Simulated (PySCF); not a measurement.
Ge(Cl)3(NH2), SMILES [Ge]([Cl])([Cl])([NH2])[Cl] (H₂Cl₃GeN) at its PBE0/def2-SVP optimised geometry (Å):

```
7

N     -0.8441     0.5666     0.0000
Ge    -0.2825    -1.1414     0.0000
Cl    -1.0357    -2.0929     1.7547
Cl     1.8509    -1.1414     0.0000
Cl    -0.9146    -2.3245    -1.6804
H     -1.8509     0.6881     0.0746
H     -0.4701     1.1414    -0.7508
```

Level of theory: PBE0/def2-TZVP in PySCF.

Map of the log10 of the electron density (e/bohr³), floored at −4 on the plane z = 0.8 Å:

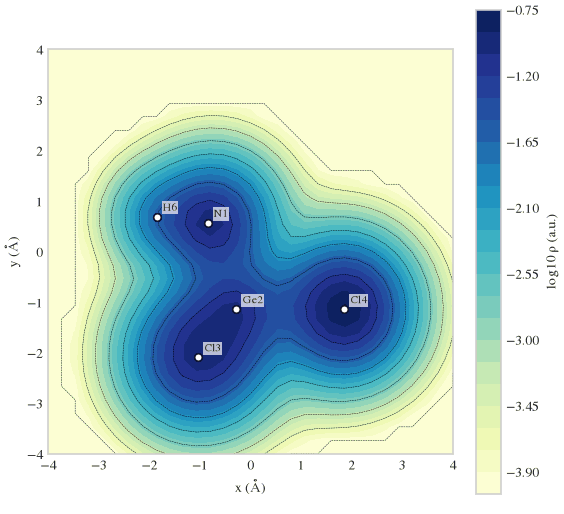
Log10 of the electron density (e/bohr³), floored at −4 on the plane z = 0.8 Å.
